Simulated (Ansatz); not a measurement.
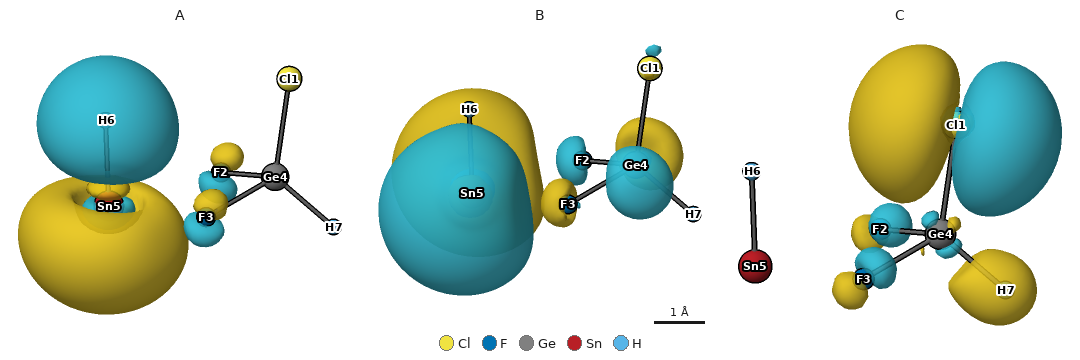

Figure. ClF₂GeH₂Sn (charge +1). Three frontier orbitals at ±0.08 Å⁻³ᐟ² (yellow and cyan are the two phases), in no order.

Geometry: PBE-D3(BJ)/def2-SVP; core potentials replace the inner electrons of Sn.

All numbers below come from isolated molecule in a Gaussian basis; Kohn-Sham density functional theory, functional PBE0 in Ansatz 0.2.0.

Input file:

```
basis:
  gaussian: {orbitals: def2-TZVPD}
crystal:
  periodic: [false, false, false]
  atoms:
    - {symbol: Cl, position_ang: [0.272959, 0.220719, -0.759305]}
    - {symbol: F, position_ang: [-0.458984, -2.234278, 1.123629]}
    - {symbol: F, position_ang: [1.888931, -1.385251, 1.458249]}
    - {symbol: Ge, position_ang: [0.835926, -1.640944, 0.013851]}
    - {symbol: Sn, position_ang: [0.388044, -1.721959, 3.362703]}
    - {symbol: H, position_ang: [-0.162147, -0.054748, 2.991313]}
    - {symbol: H, position_ang: [1.371774, -2.780324, -0.854943]}
hamiltonian: {xc: {name: PBE0}}
output: {forces: true, orbitals: {seedname: orbitals}}
total_charge: 1
```

Launched as:

```sh
ansatz run input.yaml --threads 2 --pin off --max-ram 4350MiB --events-out events.jsonl --progress --plain --runs-dir runs
```

Order the three orbitals by energy and name them.

Answer. C is the HOMO−1 (−14.44 eV). By Hirshfeld shares it lies mainly on Cl1 (about 85 %) and Ge4 (about 10 %); largely a lone pair of Cl1. A is the HOMO (−12.13 eV). Its weight (Hirshfeld) is mainly on Sn5 (about 65 %) and H6 (about 30 %). B is the LUMO (−7.35 eV). By Hirshfeld shares it lies mainly on Sn5 (about 85 %).

What is the HOMO–LUMO gap?

Answer. 4.78 eV between the orbital energies.
